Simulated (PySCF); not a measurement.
System: C$_{6}$H$_{5}$Cl (chlorobenzene).

Input

```
{"job": {"kind": "sp", "xc": "wB97X", "basis": "ma-def2-TZVP", "d3": "d3bj", "grid": 2}, "charge": 0, "multiplicity": 1}
Cl     3.055733     0.225048    -0.013318
C      1.326936     0.097483    -0.008141
C      0.553775     1.257826     0.008826
C     -0.835308     1.147654     0.012704
C     -1.445108    -0.106176    -0.000189
C     -0.658620    -1.257448    -0.017024
C      0.731696    -1.163425    -0.021101
H      1.043397     2.232866     0.018744
H     -1.444554     2.054423     0.025831
H     -2.534285    -0.186127     0.002843
H     -1.129178    -2.243394    -0.027148
H      1.358178    -2.056707    -0.034123
```

Run with:

```sh
OMP_NUM_THREADS=1 python redox_run.py task.json out
```

Geometry: PBE0-D3(BJ)/def2-SVP.

Theory: DFT single point, gas phase, functional wB97X (PySCF 2.14.0, density-fitted response routines).

Predict the electron density and electron localisation function between the atoms.

Answer. C–C (1.39 Å): ρ at the midpoint is about 2.1 e/Å³; the ELF peaks at about 0.95 between the atoms, as expected for localised, covalent bonding.
C–Cl (1.73 Å): ρ at the midpoint is about 1.5 e/Å³; the ELF peaks at about 0.90 between the atoms, as expected for a shared electron pair.
C–H (1.09 Å): ρ is about 2 e/Å³ halfway; the ELF climbs to about 1 towards the hydrogen, as it does in any bond to H: an ordinary covalent bond to hydrogen.

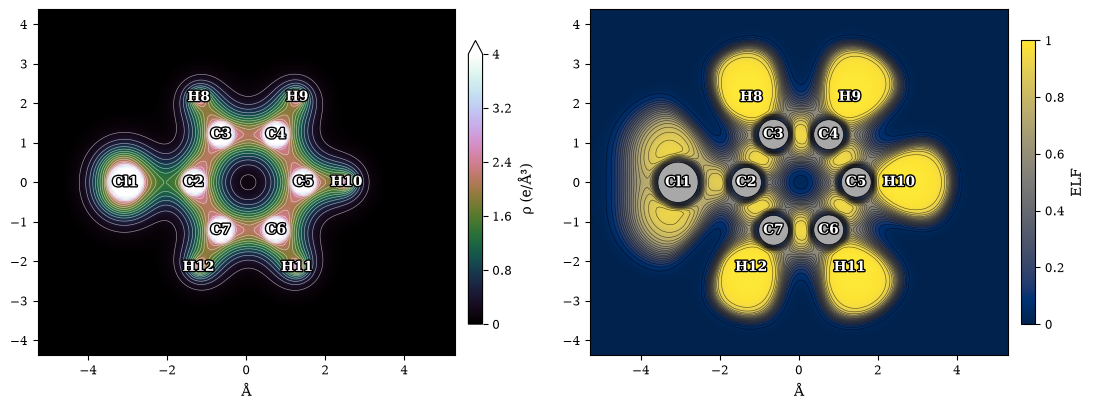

Computed electron density and electron localisation function on the molecular plane, in this order. Grey discs cover the atomic cores in the ELF map. 
